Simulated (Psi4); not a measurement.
## Excited-state calculation, with input and output: CH₅Ga

The run: excited-state calculation of CH₅Ga. Method and program: TDDFT (B3LYP)/def2-SVP, RKS (Psi4 1.11).

The geometry was optimised with B3LYP/def2-SVP.

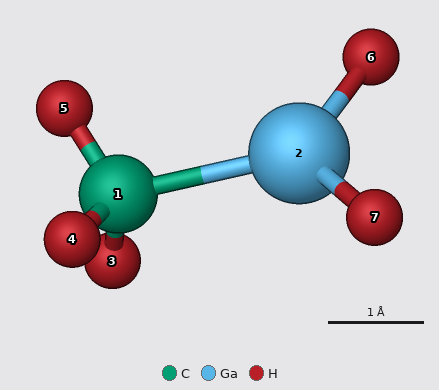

The structure as given in the input (ball-and-stick view, seen at an oblique angle; atoms are numbered from 1 in the order of the input). Sticks mark near contacts.

The input (ch5ga.in)
```python
memory 1.6 GB

molecule {
  0 1
  C     -0.623439    -0.535353    -0.503676
  Ga     0.763564     0.419523     0.537919
  H     -1.185657     0.201504    -1.105147
  H     -0.198062    -1.280062    -1.192816
  H     -1.351220    -1.028312     0.160713
  H      0.357692     1.232413     1.829703
  H      2.276447     0.407433     0.086930
  units angstrom
  symmetry c1
}

set basis def2-SVP
set save_jk true

from psi4.driver.procrouting.response.scf_response import tdscf_excitations
E, wfn = energy('b3lyp', return_wfn=True)
states = tdscf_excitations(wfn, states=6, tda=False)
```

Command:
```bash
psi4 -n 1 ch5ga.in ch5ga.out
```

Log
```
Psi4 1.11 release

   => Loading Basis Set <=

    Name: DEF2-SVP
    Role: ORBITAL
    Keyword: BASIS

         ---------------------------------------------------------
                                   SCF
                              RKS Reference
                        1 Threads,   1525 MiB Core
         ---------------------------------------------------------

  ==> Geometry <==

    Molecular point group: c1
    Full point group: C1

    Geometry (in Angstrom), charge = 0, multiplicity = 1:

       Center              X                  Y                   Z               Mass
    ------------   -----------------  -----------------  -----------------  -----------------
         C           -1.147447465594    -0.791515695113    -0.862078003570    12.000000000000
         GA           0.239555534406     0.163360304887     0.179516996430    68.925573500000
         H           -1.709665465594    -0.054658695113    -1.463549003570     1.007825032230
         H           -0.722070465594    -1.536224695113    -1.551218003570     1.007825032230
         H           -1.875228465594    -1.284474695113    -0.197689003570     1.007825032230
         H           -0.166316465594     0.976250304887     1.471300996430     1.007825032230
         H            1.752438534406     0.151270304887    -0.271472003570     1.007825032230

  Running in c1 symmetry.

  Rotational constants: A =      2.43087  B =      0.29605  C =      0.27764 [cm^-1]
  Rotational constants: A =  72875.55689  B =   8875.44041  C =   8323.39262 [MHz]
  Nuclear repulsion =  102.184074762684190

  Charge       = 0
  Multiplicity = 1
  Electrons    = 42
  Nalpha       = 21
  Nbeta        = 21

  ==> Algorithm <==

  SCF Algorithm Type is DF.
  DIIS enabled.
  MOM disabled.
  Fractional occupation disabled.
  Guess Type is SAD.
  Energy threshold   = 1.00e-06
  Density threshold  = 1.00e-06
  Integral threshold = 1.00e-12

  ==> Primary Basis <==

  Basis Set: DEF2-SVP
    Blend: DEF2-SVP
    Number of shells: 33
    Number of basis functions: 71
    Number of Cartesian functions: 75
    Spherical Harmonics?: true
    Max angular momentum: 2

  ==> DFT Potential <==

   => LibXC <=

    Version 7.1.2

   => Composite Functional: B3LYP <=

    B3LYP Hyb-GGA Exchange-Correlation Functional

    Deriv               =              1
    GGA                 =           TRUE
    Meta                =          FALSE

    Exchange Hybrid     =           TRUE
    MP2 Hybrid          =          FALSE

   => Exchange Functionals <=

    0.0800   Slater exchange
    0.7200         Becke 88

   => Exact (HF) Exchange <=

    0.2000               HF

   => Correlation Functionals <=

    0.1900   Vosko, Wilk & Nusair (VWN5_RPA)
    0.8100   Lee, Yang & Parr

   => LibXC Density Thresholds  <==

    XC_HYB_GGA_XC_B3LYP:  1.00E-15

   => Molecular Quadrature <=

    Radial Scheme          =       TREUTLER
    Pruning Scheme         =           NONE
    Nuclear Scheme         =       TREUTLER

    Blocking Scheme        =         OCTREE
    BS radius alpha        =              1
    Pruning alpha          =              1
    Radial Points          =             75
    Spherical Points       =            302
    Total Points           =         152397
    Total Blocks           =           1187
    Max Points             =            256
    Max Functions          =             71
    Weights Tolerance      =       1.00E-15

   => Loading Basis Set <=

    Name: (DEF2-SVP AUX)
    Role: JKFIT
    Keyword: DF_BASIS_SCF

  ==> Integral Setup <==

  DFHelper Memory: AOs need 0.019 GiB; user supplied 0.864 GiB.
  SCF_SUBTYPE=INCORE selected. In-core MEM_DF algorithm will be used.
  Using in-core AOs.

  ==> MemDFJK: Density-Fitted J/K Matrices <==

    J tasked:                   Yes
    K tasked:                   Yes
    wK tasked:                   No
    Memory [MiB]:               884
    Algorithm:                 Core
    Schwarz Cutoff:           1E-12
    Mask sparsity (%):       0.1984
    Fitting Condition:        1E-10

   => Auxiliary Basis Set <=

  Basis Set: (DEF2-SVP AUX)
    Blend: DEF2-UNIVERSAL-JKFIT
    Number of shells: 115
    Number of basis functions: 431
    Number of Cartesian functions: 560
    Spherical Harmonics?: true
    Max angular momentum: 5

  Cached 100.0% of DFT collocation blocks in 0.254 [GiB].

  Minimum eigenvalue in the overlap matrix is 1.4561386732E-02.
  Reciprocal condition number of the overlap matrix is 2.7626197409E-03.
    Using symmetric orthogonalization.

  ==> Pre-Iterations <==

  SCF Guess: Superposition of Atomic Densities via on-the-fly atomic UHF (no occupation information).

   -------------------------
    Irrep   Nso     Nmo
   -------------------------
     A         71      71
   -------------------------
    Total      71      71
   -------------------------

  ==> Iterations <==

                           Total Energy        Delta E     RMS |[F,P]|

   @DF-RKS iter SAD: -1962.08718212829558   -1.96209e+03   0.00000e+00
   @DF-RKS iter   1: -1963.88657532972684   -1.79939e+00   3.55754e-02 ADIIS/DIIS
   @DF-RKS iter   2: -1921.35294209659401    4.25336e+01   1.33044e-01 ADIIS
   @DF-RKS iter   3: -1963.77234421309777   -4.24194e+01   4.52500e-02 ADIIS/DIIS
   @DF-RKS iter   4: -1965.70397858640308   -1.93163e+00   3.52284e-03 ADIIS/DIIS
   @DF-RKS iter   5: -1965.71893357488125   -1.49550e-02   1.01848e-03 ADIIS/DIIS
   @DF-RKS iter   6: -1965.72201104291662   -3.07747e-03   2.68848e-04 ADIIS/DIIS
   @DF-RKS iter   7: -1965.72217697859583   -1.65936e-04   1.89267e-05 DIIS
   @DF-RKS iter   8: -1965.72217802427622   -1.04568e-06   3.50548e-06 DIIS
   @DF-RKS iter   9: -1965.72217805872583   -3.44496e-08   7.47462e-07 DIIS
  Energy and wave function converged.

  ==> Post-Iterations <==

   Electrons on quadrature grid:
      Ntotal   =   42.0000015414 ; deviation = 1.541e-06

    Orbital Energies [Eh]
    ---------------------

    Doubly Occupied:

       1A   -372.517838     2A    -45.902631     3A    -40.669658
       4A    -40.665285     5A    -40.665047     6A    -10.173411
       7A     -5.490470     8A     -3.783172     9A     -3.770895
      10A     -3.770151    11A     -0.834404    12A     -0.828596
      13A     -0.828526    14A     -0.823465    15A     -0.822715
      16A     -0.670364    17A     -0.434842    18A     -0.397578
      19A     -0.394352    20A     -0.293380    21A     -0.284712

    Virtual:

      22A     -0.060339    23A      0.032966    24A      0.068961
      25A      0.098730    26A      0.108889    27A      0.129232
      28A      0.132156    29A      0.154139    30A      0.258233
      31A      0.287533    32A      0.315522    33A      0.351034
      34A      0.359527    35A      0.457100    36A      0.472942
      37A      0.480401    38A      0.547253    39A      0.554807
      40A      0.617326    41A      0.673741    42A      0.677118
      43A      0.679623    44A      0.778765    45A      0.844654
      46A      0.856284    47A      1.224562    48A      1.256556
      49A      1.530519    50A      1.545013    51A      1.546474
      52A      1.606310    53A      1.689303    54A      1.713565
      55A      1.747682    56A      1.770300    57A      1.807940
      58A      1.894290    59A      1.919617    60A      1.977056
      61A      2.047912    62A      2.090732    63A      2.151657
      64A      2.280206    65A      2.367850    66A      2.404899
      67A      2.427396    68A      2.508359    69A      2.681293
      70A      2.905460    71A      2.909083

    Final Occupation by Irrep:
              A
    DOCC [    21 ]
    NA   [    21 ]
    NB   [    21 ]

  @DF-RKS Final Energy: -1965.72217805872583

   => Energetics <=

    Nuclear Repulsion Energy =            102.1840747626841903
    One-Electron Energy =               -2941.0862548169743604
    Two-Electron Energy =                 939.4624803167632763
    DFT Exchange-Correlation Energy =     -66.2824783211989512
    Empirical Dispersion Energy =           0.0000000000000000
    VV10 Nonlocal Energy =                  0.0000000000000000
    Total Energy =                      -1965.7221780587258309

Computation Completed

Properties will be evaluated at   0.000000,   0.000000,   0.000000 [a0]

Properties computed using the SCF density matrix

 Multipole Moments:

 ------------------------------------------------------------------------------------
     Multipole            Electronic (a.u.)      Nuclear  (a.u.)        Total (a.u.)
 ------------------------------------------------------------------------------------

 L = 1.  Multiply by 2.5417464519 to convert [e a0] to [Debye]
 Dipole X            :          3.9125882           -4.1182906           -0.2057024
 Dipole Y            :          2.5699421           -2.7075282           -0.1375860
 Dipole Z            :          2.9071453           -3.0614851           -0.1543398
 Magnitude           :                                                    0.2916576

 ------------------------------------------------------------------------------------

	total time  =          3 seconds =       0.05 minutes

******************************************************************************************
**********                               WARNING                                **********
**********       The names of excited state variables changed between 1.5       **********
**********     and 1.6. For a quick solution, remove the symmetry specifier     **********
**********   from the variable name. For full details, see 'Notes on Psivars'   **********
**********                        in the documentation.                         **********
******************************************************************************************

         ---------------------------------------------------------
                         TDSCF excitation energies
         ---------------------------------------------------------

  ==> Options <==

     Residual threshold  : 1.0000e-04
     Initial guess       : denominators
     Reference           : RHF
     Solver type         : RPA (Hamiltonian)

  ==> Requested Excitations <==

      6 singlet states with A symmetry

  ==> Seeking the lowest 6 singlet states with A symmetry

                        Generalized Hamiltonian Solver

  ==> Options <==

    Max number of iterations        = 60
    Eigenvector tolerance           = 1.0000e-04
    Max number of expansion vectors = 1200

  => Iterations <=
                              Max[D[value]]     Max[|R|]   # vectors
  HamiltonianSolver iter   1:   3.06330e-01  1.16438e-01     24
  HamiltonianSolver iter   2:   3.33170e-03  4.16646e-02     36
  HamiltonianSolver iter   3:   2.29568e-04  1.20401e-02     48
  HamiltonianSolver iter   4:   1.57141e-05  2.86182e-03     60
  HamiltonianSolver iter   5:   6.49481e-07  1.05266e-03     72
  HamiltonianSolver iter   6:   6.41042e-08  2.83476e-04     80
  HamiltonianSolver iter   7:   4.54111e-09  8.15391e-05     86      Converged

******************************************************************************************
**********                               WARNING                                **********
**********  Length-gauge rotatory strengths are **NOT** gauge-origin invariant  **********
******************************************************************************************

                                    Excitation Energy         Total Energy        Oscillator Strength             Rotatory Strength
     #   Sym: GS->ES (Trans)        au              eV              au          au (length)    au (velocity)    au (length)    au (velocity)
    ---- -------------------- --------------- --------------- --------------- --------------- --------------- --------------- ---------------
     1        A->A (1 A)       0.18083         4.92071        -1965.54135      0.0013          0.0009         -0.0001         -0.0000
     2        A->A (1 A)       0.18983         5.16548        -1965.53235      0.0000          0.0000          0.0000          0.0001
     3        A->A (1 A)       0.28732         7.81833        -1965.43486      0.1435          0.1660          0.0002          0.0002
     4        A->A (1 A)       0.29513         8.03088        -1965.42705      0.0013          0.0038          0.0002          0.0003
     5        A->A (1 A)       0.29878         8.13026        -1965.42340      0.0008          0.0010          0.0007          0.0006
     6        A->A (1 A)       0.30275         8.23831        -1965.41943      0.0755          0.0718         -0.0013         -0.0012

Contributing excitations and de-excitations
Only contributions with abs(coeff) > 1.00e-01 will be printed:

Excited State    1 (1 A):   0.18083 au   251.96 nm f = 0.0013
  Sums of squares: Xssq =  1.000664e+00; Yssq =  6.644899e-04; Xssq - Yssq =  1.000000e+00
     21a  ->  22a    -0.999328 (99.866%)

Excited State    2 (1 A):   0.18983 au   240.02 nm f = 0.0000
  Sums of squares: Xssq =  1.000664e+00; Yssq =  6.635626e-04; Xssq - Yssq =  1.000000e+00
     20a  ->  22a    -0.999879 (99.976%)

Excited State    3 (1 A):   0.28732 au   158.58 nm f = 0.1435
  Sums of squares: Xssq =  1.001615e+00; Yssq =  1.615185e-03; Xssq - Yssq =  1.000000e+00
     19a  ->  22a     0.311087 ( 9.678%)
     20a  ->  26a    -0.101339 ( 1.027%)
     21a  ->  23a     0.929227 (86.346%)
     21a  ->  24a     0.112849 ( 1.273%)
     21a  ->  25a    -0.104020 ( 1.082%)

Excited State    4 (1 A):   0.29513 au   154.38 nm f = 0.0013
  Sums of squares: Xssq =  1.000807e+00; Yssq =  8.070855e-04; Xssq - Yssq =  1.000000e+00
     20a  ->  23a    -0.967710 (93.646%)
     20a  ->  24a    -0.239694 ( 5.745%)

Excited State    5 (1 A):   0.29878 au   152.50 nm f = 0.0008
  Sums of squares: Xssq =  1.000156e+00; Yssq =  1.564680e-04; Xssq - Yssq =  1.000000e+00
     18a  ->  22a    -0.998086 (99.617%)

Excited State    6 (1 A):   0.30275 au   150.50 nm f = 0.0755
  Sums of squares: Xssq =  1.001174e+00; Yssq =  1.174467e-03; Xssq - Yssq =  1.000000e+00
     19a  ->  22a     0.914520 (83.635%)
     21a  ->  23a    -0.251116 ( 6.306%)
     21a  ->  24a    -0.232381 ( 5.400%)
     21a  ->  25a     0.188193 ( 3.542%)

******************************************************************************************
**********                               WARNING                                **********
**********       The names of excited state variables changed between 1.5       **********
**********     and 1.6. For a quick solution, remove the symmetry specifier     **********
**********   from the variable name. For full details, see 'Notes on Psivars'   **********
**********                        in the documentation.                         **********
******************************************************************************************

    Psi4 run time: 0:00:13.17
```

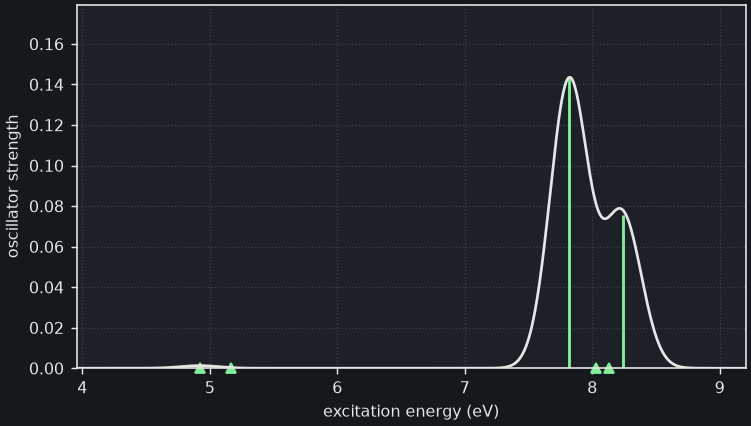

Computed excitations as sticks (degenerate states added up, dark ones marked on the axis), with a Gaussian envelope of 0.35 eV full width at half maximum, scaled to the tallest. Of the 6 states the lowest lies at 4.92 eV (f = 0.001); the strongest line is at 7.82 eV, or 159 nm (f = 0.144).

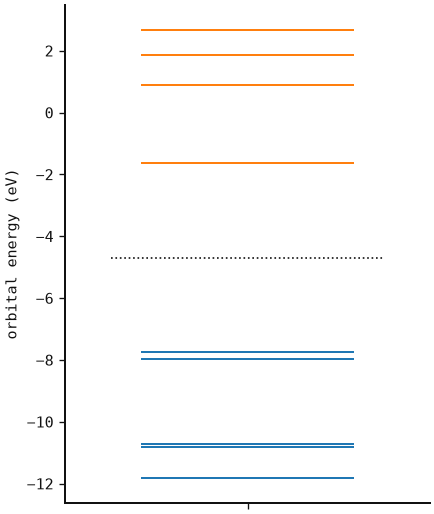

Orbital energies near the frontier; the dotted line parts filled from empty levels, and levels within 0.02 eV of each other stand side by side. Highest filled −7.75 eV, lowest empty −1.64 eV, 6.11 eV apart.

Results in brief

| quantity | value |
| --- | --- |
| outcome | converged |
| total energy | −1965.722178 hartree |
| basis functions | 71 |
| HOMO | −7.75 eV |
| LUMO | −1.64 eV |
| dipole moment | 0.74 D |
| lowest excitation | 4.92 eV |
| hardware | 1 thread of Intel Xeon (Granite Rapids), 128 GiB of memory available, shared host |
| wall time | 14 s |
| peak memory | 0.5 GiB |
